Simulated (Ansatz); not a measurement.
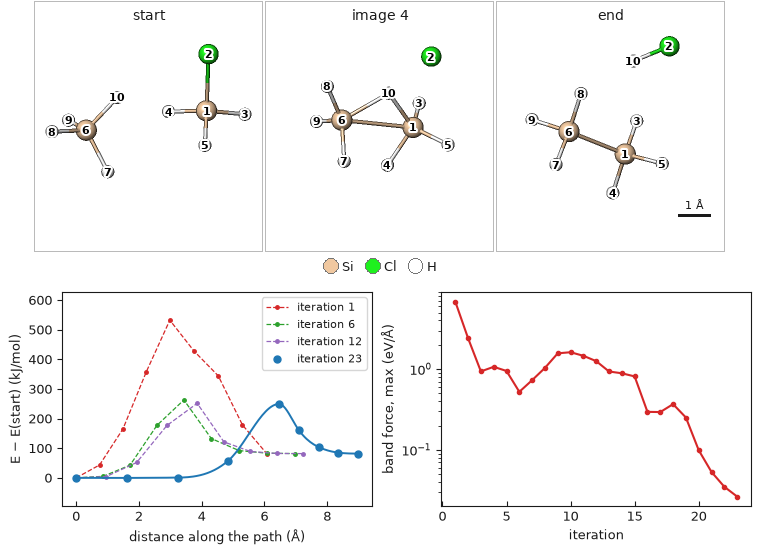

NEB run on Si2H7Cl, made up at the start of SiH3Cl and SiH$_{4}$. Images are numbered from 0 (start) to 8 (end). The plot follows the band through its iterations. A ball-and-stick model, seen at a tilt.

The calculation used RKS PBE0-D4/6-31G* (Ansatz). Run with 7 movable images; climbing image; force threshold 0.03 eV/Å; iteration limit 60; starting path through a guess of the saddle point.

> How did the profile develop, and is the result final?

The result is final at these settings. The band converged in 23 iterations. The largest component of the band force went from 6.9 to 0.026 eV/Å. The climbing image converged on the top of the path. Its vibrational analysis gives one imaginary mode (847i cm⁻¹), as a transition state must have. The first iteration put the highest image at 532.3 kJ/mol. Forward barrier 249.3 kJ/mol, backward barrier 167.4 kJ/mol, with image 4 at the top; the reaction energy is +81.9 kJ/mol.

Limits of the set-up: the start holds two separate molecules, 3.1 Å apart at their closest, whose relative position is a soft coordinate.

The run took 4.8 min on 1 thread of Intel(R) Xeon(R) 6975P-C (Granite Rapids), on a shared host, peak memory 0.16 GiB.
